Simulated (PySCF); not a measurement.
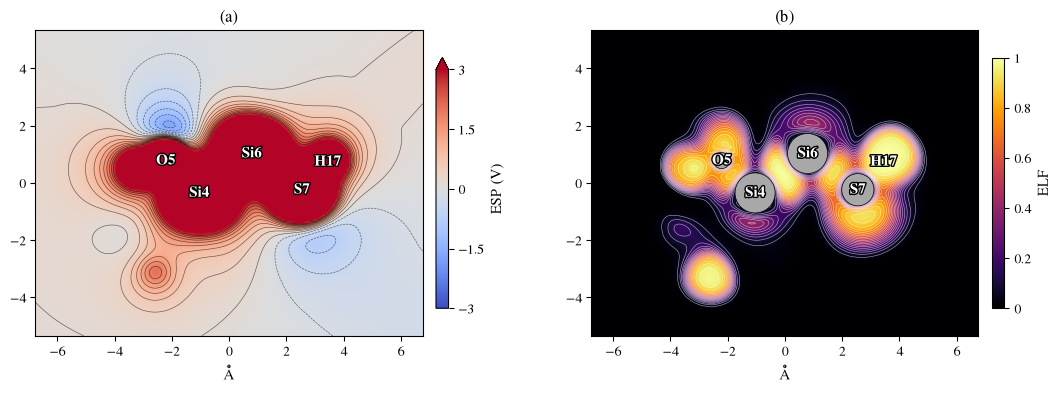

*C$_{3}$H$_{10}$OSSi$_{2}$. (a) molecular electrostatic potential; (b) ELF on the plane of atoms Si4, Si6 and S7. Grey discs cover the atomic cores in the ELF map.*

Geometry: GFN2-xTB.

Computed with PBE0/pcSseg-1, SCF density, gas phase, non-relativistic (PySCF 2.14.0).

```xyz
17

C     2.8066   -0.1682   -1.2421
C     2.2313   -0.3416   -0.0638
C     0.8287   -0.7913    0.1305
Si   -0.3048    0.7390    0.3765
O    -0.2218    1.7048   -0.9334
Si   -2.5524    0.2840    0.3508
S    -2.9421   -1.1228    1.9481
H     2.2910   -0.3984   -2.1609
H     3.8184    0.1872   -1.3393
H     2.7754   -0.1015    0.8406
H     0.4912   -1.3524   -0.7424
H     0.7598   -1.4479    0.9959
H     0.2044    1.4640    1.5524
H     0.6163    1.9386   -1.3265
H    -3.1231   -0.3537   -0.8418
H    -3.4319    1.4172    0.6493
H    -4.2540   -1.1662    1.7961
```

**Describe what can be read from this map.**

Atoms in the plane: Si, O, S and H.
Si–O (1.63 Å): the ELF peaks at about 0.85 between the atoms, as expected for a shared but strongly polarised pair.
Si–S (2.16 Å): the ELF peaks at about 0.90 between the atoms; localised, covalent bonding.
Si–Si (2.29 Å): the ELF peaks at about 1 between the atoms; a covalent bond.
The ELF also peaks beside S7 and O5, away from the bonds: lone-pair regions.
Outside the dense part of the molecule the potential is most negative (−1.7 V) near O5.
